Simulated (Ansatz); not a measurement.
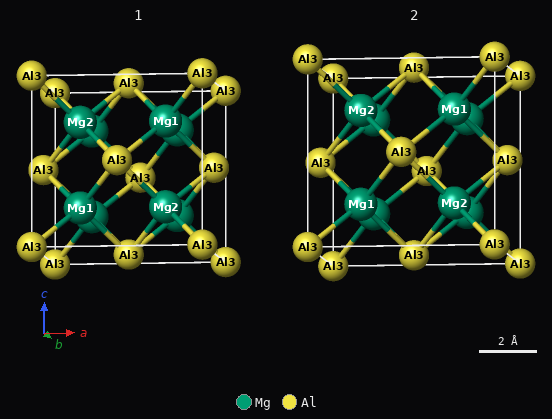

Two geometries of crystalline Mg₂Al (a generated structure, set up in Fm-3m) (coarse preliminary run), drawn at one scale. One is the start of a relaxation, the other its converged end. A ball-and-stick model of the conventional cell (4 times the calculation's cell), seen from a free direction. Lengths and directions refer to the drawn axes.

Computed with DFT PBE, scalar-relativistic, plane waves, PAW in Ansatz 0.2.0. Set-up: plane-wave cutoff 420 eV; k-point mesh 6 × 6 × 6; occupations gaussian; smearing width 0.1 eV; no spin polarisation; cell and atoms relaxed; force threshold 0.04 eV/Å; at most 70 steps.

### Which one is relaxed?

Structure 2 is the relaxed one. After 3 accepted moves (4 points after the start) the energy has fallen by 0.789 eV per cell of the calculation. All forces vanish by symmetry, so only the cell relaxes. Pressure: 18.03 GPa at the start and −0.04 GPa at the end. At 1 point the geometry stayed and the basis and grid were re-selected for the new cell (energy shift of 9.2 meV per cell of the calculation at most each time). The atoms keep their places relative to the cell (all moves are under 0.005 Å). The drawn cell changes as follows: a = b = c 6.071 → 6.650 Å (+9.5 %); the volume changes by +31.4 %. Among the contacts that change: Mg1–Al3 2.629 → 2.880 Å. The space group stays Fm-3m (No. 225).
